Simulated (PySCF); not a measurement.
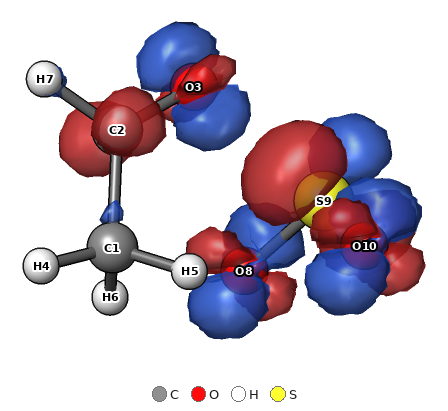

Figure 1: C₂H₄O₃S, SMILES `CC=O.O=S=O`. Unrelaxed difference density of S₂ less the ground state (TDA singlet states), ±0.05 e/Å³; red: gain, blue: loss.

Computed with PySCF, ωB97X/def2-SVP, geometry: an unrelaxed start of a pair search. Without diffuse functions Rydberg states are missing, so the states' numbers hold for this basis only.

How does the charge move on excitation?

0.64 e is displaced in all, of which about 0.3 e passes between atoms: O10 (0.09 e) and O8 (0.09 e) lose electrons and S9 (0.15 e) and C2 (0.10 e) gain them. The state: 4.65 eV (267 nm), f = 0.022; the leading pair carries 75 %; hole on O10 (24 %), S9 (23 %) and O8 (23 %), electron on S9 (38 %), O10 (15 %) and O8 (14 %) (shares are of the whole state, not of the leading pair alone); their centroids lie 0.1 Å apart.
